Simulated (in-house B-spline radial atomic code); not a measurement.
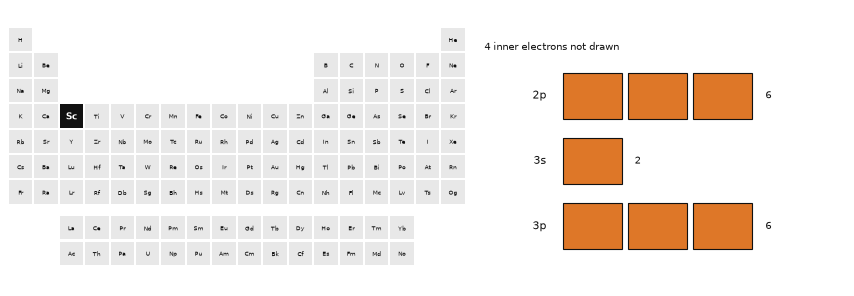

Figure 1. Left, the place of scandium in the periodic table; right, the outer shells as the input fills them: a box for each of the 2l + 1 orbitals, shaded by the share of the shell that is filled, with the electron count at the right.

# Run report: Sc³⁺, RPA and GW calculation

- system: Sc³⁺, configuration [Ne] 3s2 3p6.
- method: RPA, second-order and SOSEX correlation energies and G0W0 (contour deformation) on a non-relativistic mean field, all electrons, B-spline basis (in-house B-spline radial atomic code)

### Results in brief

- outcome: converged
- mean-field total energy: −755.46330 hartree
- total energy with exact exchange alone: −758.19459 hartree
- exact exchange energy: −37.22709 hartree
- RPA correlation, extrapolated in the angular momentum of the empty orbitals: −1.18310 hartree
- RPA correlation, as summed: −1.17570 hartree
- direct second-order term: −1.37261 hartree
- second-order exchange term: 0.45944 hartree
- SOSEX term: 0.41506 hartree
- hardware: 1 CPU thread, shared host
- wall time: 1.4 s

### Remarks

Caveats: relativity is absent.

### Input
```
Z = 21
electrons = 18.0
configuration = [Ne] 3s2 3p6
hamiltonian = nr
method = lda,
lmax = 9
spin_polarised = False
box_radius = 14.14
intervals = 49
```

The run was one of a batch that the task file lists, launched with:
```bash
python <driver script> task.json out
```

The program writes its results to a structured record and prints no log; tables and figures of this report are taken from that record.

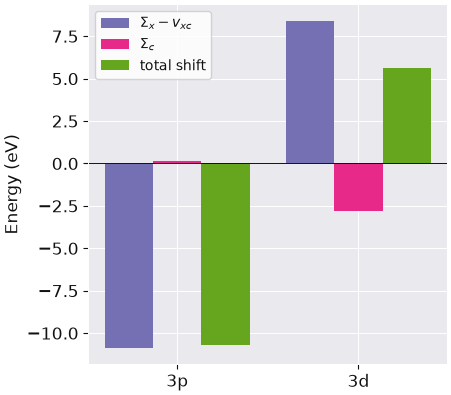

Figure 2. Parts of the G₀W₀ correction to each level for Sc³⁺ ([Ne] 3s² 3p⁶). All-electron spherical atom, non-relativistic, LDA exchange-only start, no spin-orbit coupling, Breit or QED terms; computed with a B-spline radial code. The quasi-particle equation is solved at full frequency; levels of low quasi-particle weight Z are left out. Σ columns are in eV, and Σc holds an estimate for the angular momenta beyond the basis. G₀W₀ moves the highest occupied level, 3p, from −62.86 to −73.57 eV (renormalisation factor Z = 0.93). The empty level 3d goes from −31.10 to −25.46 eV.

| Level | Mean field (eV) | Σx − vxc (eV) | Σc (eV) | Z | G₀W₀ (eV) |
| --- | --- | --- | --- | --- | --- |
| 3p | −62.86 | −10.86 | 0.15 | 0.93 | −73.57 |
| 3d | −31.10 | 8.43 | −2.79 | 0.96 | −25.46 |
